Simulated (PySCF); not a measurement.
System: C2H9BrO2Si2.

```yaml
atoms:
  - { symbol: C, position_ang: [-3.3864, -0.1473, -0.0689] }
  - { symbol: O, position_ang: [-2.0111, -0.2360, -0.3116] }
  - { symbol: Si, position_ang: [-0.7853, -0.1862, 0.7324] }
  - { symbol: Br, position_ang: [-1.0220, 1.6204, 1.9816] }
  - { symbol: C, position_ang: [0.7970, -0.0650, -0.2812] }
  - { symbol: O, position_ang: [1.8157, -0.1807, 0.6842] }
  - { symbol: Si, position_ang: [3.3975, 0.1542, 0.5137] }
  - { symbol: H, position_ang: [-3.6028, 0.6475, 0.6485] }
  - { symbol: H, position_ang: [-3.8801, 0.0732, -1.0145] }
  - { symbol: H, position_ang: [-3.7586, -1.0945, 0.3252] }
  - { symbol: H, position_ang: [-0.7549, -1.2801, 1.6917] }
  - { symbol: H, position_ang: [0.8879, -0.8712, -1.0133] }
  - { symbol: H, position_ang: [0.8975, 0.8770, -0.8276] }
  - { symbol: H, position_ang: [4.0069, -0.7438, -0.4726] }
  - { symbol: H, position_ang: [3.8151, -0.0918, 1.8817] }
  - { symbol: H, position_ang: [3.5759, 1.5333, 0.0541] }
```

Geometry: GFN2-xTB.

Method: wB97X-D/def2-SVPD, SCF density, gas phase in PySCF.

> Predict the electron density and electron localisation function between the atoms.

C–O (1.40 Å): the density is about 2.1 e/Å³ at the midpoint, with its minimum of 1.7 e/Å³ about 0.5 Å from C; the ELF peaks at about 0.90 between the atoms (a shared but strongly polarised pair).
Si–O (1.61 Å): ρ at the midpoint is about 1.2 e/Å³; the ELF peaks at about 0.85 between the atoms; a polar covalent bond.
C–Si (1.88 Å): ρ is about 1 e/Å³ halfway; the ELF peaks at about 1 between the atoms; a shared electron pair.
Si–H (1.45 Å): ρ at the midpoint is about 0.82 e/Å³; the ELF climbs to about 1 towards the hydrogen, as it does in any bond to H.

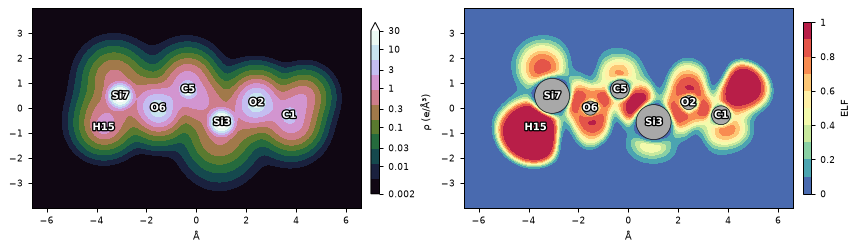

Computed electron density and electron localisation function on the plane of atoms O2, Si3 and C5, in this order. Grey discs cover the atomic cores in the ELF map. 
